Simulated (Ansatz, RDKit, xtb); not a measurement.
**C3H6FNO: which of the isomers drawn lies lowest?, part 1 of 2**

Which of a sample of isomers of C3H6FNO is the most stable in the gas at 298.15 K, and what are its properties? The sample is small against all isomers, and the most stable one of this formula need not be in it.

Plan: many cheap relaxations first (GFN2-xTB), then density-functional screening, relaxation at B3LYP/def2-SVP, vibrations (at GFN2-xTB) and a final energy. The numbers are computed, not measured.

## 1. Drawing up candidates

Isomers were taken from a list of plausible structures; this is a sample, not all of them. That gives 3 candidates.

| label | SMILES | spin |
| --- | --- | --- |
| c595 | N/C(=C\O)CF | singlet |
| c919 | N/C(=C/O)CF | singlet |
| c920 | N=C(CO)CF | singlet |

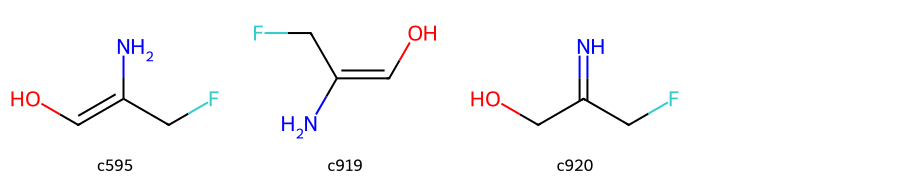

Structural formulas of the candidates.

Candidates are built by distance geometry, with a force field where one applies, in up to four conformers (letters a to d).

## 2. First filter: tight binding

All 8 starts are relaxed the same way. One of them, c920d (taken from a list of tautomers, embedded by distance geometry and MMFF94), in full:

Input file start.xyz:

```xyz
12
c920d
C      0.536101    -0.299089     0.454222
C      0.497595     1.232954     0.672836
C      0.505786    -0.799920    -0.945145
F     -0.537687    -0.323697    -1.629577
N      0.509048    -1.052358     1.492175
O      1.042983     1.545709     1.952634
H      0.495264    -2.069754     1.248293
H     -0.557676     1.626918     0.637337
H      1.101860     1.733203    -0.085003
H      0.781196     0.828073     2.541260
H      1.416370    -0.436475    -1.456242
H      0.514389    -1.881750    -0.964755
```

The run is started by

```
$ xtb start.xyz --gfn 2 --opt
```

Standard output, cut to the lines that bear on the results:

```text
* xtb version 6.7.1
[...]
          :  # basis functions                  30          :
[...]
          :  # electrons                        36          :
[...]
          :  Hamiltonian                  GFN2-xTB          :
[...]
          :  net charge                          0          :
          :  unpaired electrons                  0          :
[...]
   *** convergence criteria satisfied after 10 iterations ***
[...]
   *** GEOMETRY OPTIMIZATION CONVERGED AFTER 29 ITERATIONS ***
[...]
   *** convergence criteria satisfied after 3 iterations ***
[...]
         ::                     SUMMARY                     ::
         :::::::::::::::::::::::::::::::::::::::::::::::::::::
         :: total energy             -21.164282894026 Eh    ::
         :: gradient norm              0.000433941064 Eh/a0 ::
         :: HOMO-LUMO gap              4.095869803198 eV    ::
         ::.................................................::
         :: SCC energy               -21.354192371470 Eh    ::
         :: -> isotropic ES            0.047296271590 Eh    ::
         :: -> anisotropic ES         -0.000944062568 Eh    ::
         :: -> anisotropic XC          0.003855517402 Eh    ::
         :: -> dispersion             -0.005988955766 Eh    ::
         :: repulsion energy           0.189909477444 Eh    ::
         :: add. restraining           0.000000000000 Eh    ::
         :: total charge               0.000000000000 e     ::
         :::::::::::::::::::::::::::::::::::::::::::::::::::::
[...]
        18        2.0000           -0.4111155             -11.1870 (HOMO)
        19                         -0.2605950              -7.0912 (LUMO)
[...]
     #   Z          covCN         q      C6AA      α(0)
     1   6          2.865     0.104    25.693     8.309
     2   6          3.686     0.078    19.463     6.316
     3   6          3.610     0.090    19.579     6.390
     4   9          0.784    -0.250    11.766     4.052
     5   7          1.783    -0.327    29.295     8.016
     6   8          1.656    -0.434    21.519     6.262
     7   1          0.860     0.146     1.432     1.874
     8   1          0.923     0.067     2.121     2.278
     9   1          0.923     0.067     2.115     2.274
    10   1          0.804     0.319     0.666     1.282
    11   1          0.924     0.070     2.081     2.256
    12   1          0.924     0.069     2.094     2.263
[...]
     #   Z sym  total        # sym  WBO       # sym  WBO       # sym  WBO
 ---------------------------------------------------------------------------
     1   6      3.966 --     5      1.893     2      1.012     3      0.982
     2   6      3.970 --     6      1.023     1      1.012     9      0.939
                             8      0.936
     3   6      3.900 --     1      0.982    12      0.954    11      0.952
                             4      0.942
     4   9      1.003 --     3      0.942
     5   7      3.045 --     1      1.893     7      0.948
     6   8      1.959 --     2      1.023    10      0.863
     7   1      0.979 --     5      0.948
     8   1      0.996 --     2      0.936
     9   1      0.995 --     2      0.939
    10   1      0.898 --     6      0.863
    11   1      0.995 --     3      0.952
[...]
molecular dipole:
                 x           y           z       tot (Debye)
 q only:        0.157      -0.827      -0.058
   full:        0.154      -1.312      -0.495       3.587
molecular quadrupole (traceless):
[...]
          | TOTAL ENERGY              -21.164282894026 Eh   |
          | GRADIENT NORM               0.000433941064 Eh/α |
          | HOMO-LUMO GAP               4.095869803198 eV   |
           -------------------------------------------------
[...]
```

It took 0.093 s on 2 threads of Arm Neoverse V2, shared host.

## 3. The minima found

8 of the 8 relaxations converged; the search merged 1 into others by its test of bonds and energy. 7 distinct structures remain:

| label | start | SMILES after | spin | energy (kcal/mol) |
| --- | --- | --- | --- | --- |
| c919b | drawn | N/C(=C/O)CF | singlet | 0.0 |
| c919a | drawn | N/C(=C/O)CF | singlet | 0.1 |
| c595a | drawn | N/C(=C\O)CF | singlet | 0.5 |
| c595b | drawn | N/C(=C\O)CF | singlet | 1.6 |
| c920d | drawn | N=C(CO)CF | singlet | 1.7 |
| c920a | drawn | N=C(CO)CF | singlet | 2.1 |
| c920b | drawn | N=C(CO)CF | singlet | 3.3 |

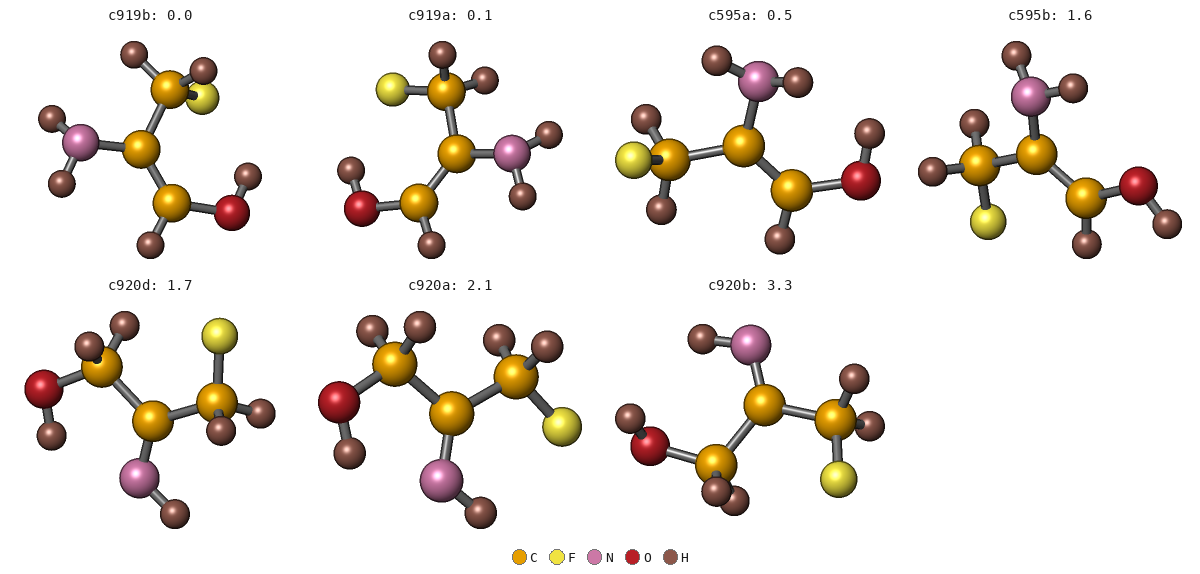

The 7 lowest minima that did not fall apart, with their GFN2-xTB energies in kcal/mol.

## 4. Second filter: single points

A choice of the minima (the low ones first, few conformers of a pattern, up to a cap) and the lowest that fell apart get a single point at r2SCAN-D4/def2-SVP on the tight-binding geometry, and one at HF/STO-3G for comparison. Some singlets are also tried as triplets at the same geometry (label ending in t). Within 40 kcal/mol but not screened, among others: c920b. The first, c919b:

Input file input.yaml:

```yaml
crystal:
  periodic: [false, false, false]
  atoms:
    - symbol: C
      position_ang: [0.385608, 0.165668, 0.058033]
    - symbol: C
      position_ang: [-0.677577, -0.502516, 0.511963]
    - symbol: C
      position_ang: [1.705652, 0.201739, 0.783875]
    - symbol: F
      position_ang: [2.085834, -1.056575, 1.215040]
    - symbol: N
      position_ang: [0.336286, 0.985724, -1.084993]
    - symbol: O
      position_ang: [-0.753413, -1.225692, 1.661289]
    - symbol: H
      position_ang: [1.117867, 0.844661, -1.713106]
    - symbol: H
      position_ang: [-0.539729, 0.895510, -1.581441]
    - symbol: H
      position_ang: [-1.617869, -0.497337, -0.019246]
    - symbol: H
      position_ang: [0.125876, -1.325010, 2.046095]
    - symbol: H
      position_ang: [2.499719, 0.566103, 0.126353]
    - symbol: H
      position_ang: [1.661160, 0.829830, 1.682565]
basis:
  gaussian: {orbitals: def2-SVP}
hamiltonian: {xc: r2scan, dispersion: d4}
scf: {lower_state_search: "off"}
output: {orbitals: {seedname: orbitals}}
```

The run is started by

```
$ ansatz run input.yaml --threads 2 --pin off --max-ram 5220MiB --events-out events.jsonl --progress --plain --runs-dir runs
```

Standard output, cut to the lines that bear on the results:

```text
Warning: RAYON_NUM_THREADS=2 ignored (pool sized by the plan → 2); use --threads N
Functional definition: r2SCAN
  name "r2SCAN"
[...]
1285 factors; their error is unknown
[...]
mean field -9449.52072871 eV, -347.2634816648 hartree, gradient 7.7e-6 eV, S^2 0.000000; 0 other end points of the search recorded, 0 dependent functions left out
reference -9449.52073726 eV, -347.2634819791 hartree; 24, 24 occupied and 90, 90 virtual orbitals, 1285 factors
Total energy: -9449.57735908 eV, -347.2655627925 hartree
Checks for a lower state left out: stability, starts, cluster_reference, orbital_swaps, neighbouring_geometries, increment
```

Run time: 2.3 s. Hardware: 2 threads of Arm Neoverse V2, shared host; peak memory 0.14 GiB.

Relative energies in kcal/mol, each column from its lowest structure that stays in one piece:

| label | SMILES | spin | GFN2-xTB | HF/STO-3G | r2SCAN-D4/def2-SVP |
| --- | --- | --- | --- | --- | --- |
| c920a | N=C(CO)CF | singlet | 2.1 | 0.0 | 0.0 |
| c920d | N=C(CO)CF | singlet | 1.7 | 2.4 | 1.3 |
| c595a | N/C(=C\O)CF | singlet | 0.5 | 7.1 | 1.3 |
| c595b | N/C(=C\O)CF | singlet | 1.6 | 7.3 | 2.5 |
| c919a | N/C(=C/O)CF | singlet | 0.1 | 6.1 | 3.4 |
| c919b | N/C(=C/O)CF | singlet | 0.0 | 7.2 | 3.9 |
| c595at | N/C(=C\O)CF | triplet | – | – | 89.6 |
| c920at | N=C(CO)CF | triplet | – | – | 112.5 |

## 5. Third filter: density-functional geometries

3 candidates are relaxed at B3LYP/def2-SVP (chosen among the lowest in one piece, one conformer a pattern). The first, c920a:

Input file input.yaml:

```yaml
crystal:
  periodic: [false, false, false]
  atoms:
    - {symbol: C, position_ang: [0.064356, -0.678123, 0.537947]}
    - {symbol: C, position_ang: [0.999085, -1.776683, 0.966802]}
    - {symbol: C, position_ang: [-0.920351, -0.210845, 1.584884]}
    - {symbol: F, position_ang: [-1.772326, 0.727588, 1.061888]}
    - {symbol: N, position_ang: [0.173265, -0.242118, -0.634098]}
    - {symbol: O, position_ang: [1.917870, -2.103176, -0.030787]}
    - {symbol: H, position_ang: [-0.473853, 0.495771, -0.897950]}
    - {symbol: H, position_ang: [1.538685, -1.463355, 1.872614]}
    - {symbol: H, position_ang: [0.404189, -2.666409, 1.227470]}
    - {symbol: H, position_ang: [1.688855, -1.558952, -0.801214]}
    - {symbol: H, position_ang: [-1.534098, -1.041700, 1.948931]}
    - {symbol: H, position_ang: [-0.398191, 0.259676, 2.425681]}
basis:
  gaussian:
    orbitals: def2-SVP
total_charge: 0
hamiltonian:
  xc: {name: B3LYP}
scf:
  lower_state_search: "off"
relax:
  f_tol: 0.006
```

The run is started by

```
$ ansatz run input.yaml --threads 2 --pin off --max-ram 5220MiB --events-out events.jsonl --progress --plain --runs-dir runs
```

Standard output, cut to the lines that bear on the results:

```text
Warning: RAYON_NUM_THREADS=2 ignored (pool sized by the plan → 2); use --threads N
[...]
Functional definition: B3LYP
  name "B3LYP"
[...]
1275 factors; integrals over basis functions are off by at most 2.8e-4 eV
[...]
mean field -9454.71018098 eV, -347.4541905184 hartree, gradient 1.3e-6 eV, S^2 0.000000; 0 other end points of the search recorded, 0 dependent functions left out
[...]
reference -9454.71039913 eV, -347.4541985350 hartree; 24, 24 occupied and 90, 90 virtual orbitals, 1275 factors
relax step   1: F+E_penalty+E_count = -9454.71018098 eV  Δ(F+E_penalty+E_count) = +0.000e0 eV  max|allowed force component| = 9.212e-1 eV/Å  Δτ_max = 0.0000 Å  (17 SCF iters, accepted)
[...]
relax step   3: F+E_penalty+E_count = -9454.76671571 eV  Δ(F+E_penalty+E_count) = -1.111e-2 eV  max|allowed force component| = 6.608e-2 eV/Å  Δτ_max = 0.0358 Å  (21 SCF iters, accepted)
[...]
Atom 3 at    -1.727040     0.786627     1.019580 Å, force     0.001115    -0.001281     0.000929 eV/Å
Atom 4 at     0.179291    -0.242614    -0.638113 Å, force    -0.001851    -0.002196     0.001627 eV/Å
Atom 5 at     1.902143    -2.127986    -0.061920 Å, force    -0.000886     0.000355     0.002381 eV/Å
Atom 6 at    -0.510680     0.492662    -0.826637 Å, force     0.000447     0.000104    -0.000583 eV/Å
Atom 7 at     1.586880    -1.435075     1.866758 Å, force    -0.000404     0.000086    -0.000700 eV/Å
Atom 8 at     0.436631    -2.659533     1.304881 Å, force    -0.000537    -0.000191     0.000473 eV/Å
Atom 9 at     1.649254    -1.547206    -0.806753 Å, force    -0.000381     0.000773    -0.000320 eV/Å
Atom 10 at    -1.580422    -1.041461     1.883290 Å, force     0.000194     0.000406     0.000055 eV/Å
Atom 11 at    -0.419730     0.193056     2.450693 Å, force    -0.000232    -0.000435    -0.000966 eV/Å
Dipole moment:    -0.339177     0.120223     0.432471 e Å
Checks for a lower state left out: stability, starts, cluster_reference, orbital_swaps, neighbouring_geometries, increment
```

It took 23 s on 2 threads of Arm Neoverse V2, shared host; peak memory 0.23 GiB.

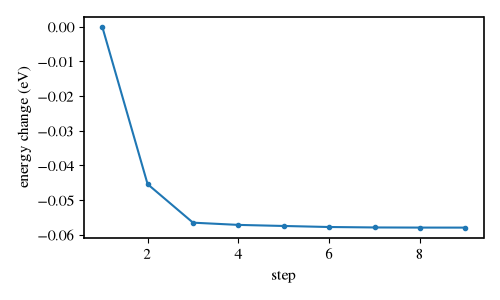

Energy along the run, all evaluated steps.

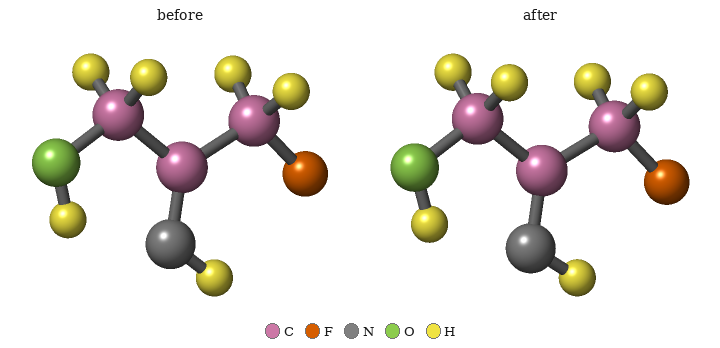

Before and after, at one scale.

After the run. Bond lengths: C1–C2 1.517 Å, C1–C3 1.512 Å, C3–F4 1.376 Å, C1–N5 1.269 Å, C2–O6 1.389 Å, N5–H7 1.026 Å, C2–H8 1.112 Å, C2–H9 1.112 Å, O6–H10 0.978 Å, C3–H11 1.105 Å, C3–H12 1.105 Å. Some angles: C1–C2–O6 111.6°, C2–C1–C3 118.0°, C2–C1–N5 117.5°, C3–C1–N5 124.6°, C1–C3–F4 110.6°, C1–C2–H8 108.2°, C1–C2–H9 108.2°, O6–C2–H8 111.5°, O6–C2–H9 111.5°, C1–C3–H11 110.1°.

(Continued in part 2 of 2.)
